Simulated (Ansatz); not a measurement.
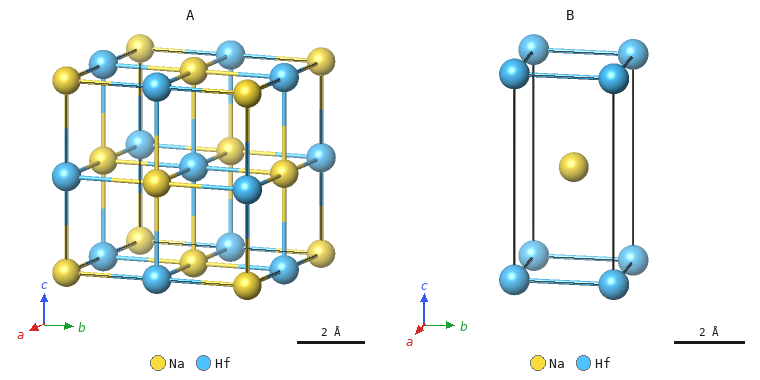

Two structures of NaHf, each relaxed to rest (conventional cells in solid outline, small ones repeated, not to one scale). Method: Ansatz, DFT PBE, scalar-relativistic, plane waves, PAW, without spin polarisation.

What are the two structures?

Answer. A: rock salt (NaCl type), Fm-3m. B: 2 atoms a cell on a primitive tetragonal lattice, P4/mmm.

Which structure wins energetically, and by what margin?

Answer. B is lower, by 972 meV/atom at this level of theory (energies at zero smearing). Volumes: A 25.1, B 25.4 Å³/atom.

One or both may be structure types tried for this composition rather than known phases.
